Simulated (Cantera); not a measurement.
A closed system holds: 1 mol acetone, 0.57 mol NH3, 41 mol H2, at 69.0 Pa.

Method: chemical equilibrium by Gibbs-energy minimisation in Cantera with the NASA 1993 tables (ideal gas, pure condensed phases). Candidate condensed phases: C, C6H6, C7H8, C8H18, H2O; 136 gas species. The feed counts by its element totals alone. Kinetics and transport are ignored.

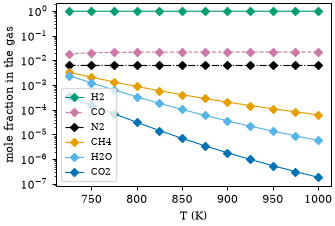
Figure. Equilibrium gas composition (values under 1e-9 drawn at 1e-9)

From 725 K to 1000 K the condensed part is C(graphite). The main C-bearing gas is CO throughout.
